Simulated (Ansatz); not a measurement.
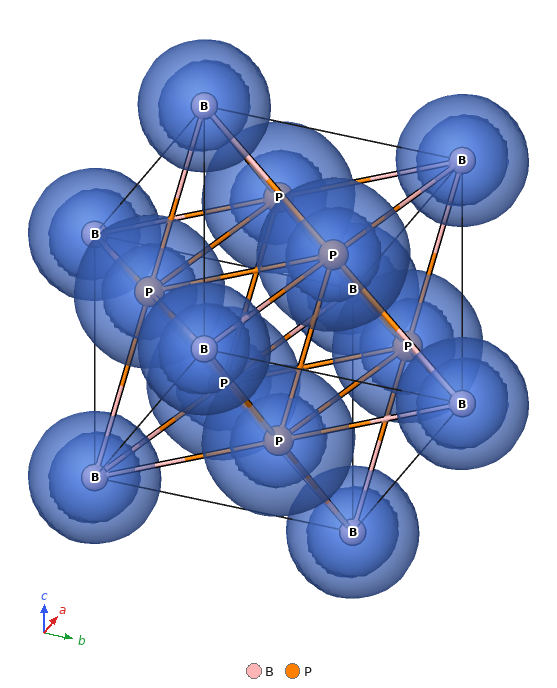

*BP₃. Isosurface of the ELF at 0.65 (blue), seen at an oblique angle. Only the valence region is drawn (cores and ρ < 0.01 e/Å³ removed). Sticks mark near contacts.*

Space group Pm-3m; started from the Cu3Au (L1_2)_221 prototype, which need not be the ambient phase.

Computed with DFT PBE, scalar-relativistic, plane waves, PAW in Ansatz 0.2.0.

In a PAW calculation such maps are meaningful between the atoms, not at the nuclei.

Question: Describe the localisation domains.

Answer: At this value the surface marks out one region wrapped around B (its valence shell) and three regions wrapped around P (the valence shell of each), counted in one cell of 4 atoms. Regions shared between cells count once.

Values along the shortest contacts:
B–P (2.61 Å): the ELF peaks at about 0.80 in the valence shell of P, 0.8 Å from its nucleus, and drops to about 0.40 between the two atoms. P–P (2.61 Å): the ELF peaks at about 0.80 in the valence shell of P, 0.8 Å from its nucleus, and drops to about 0.45 between the two atoms.
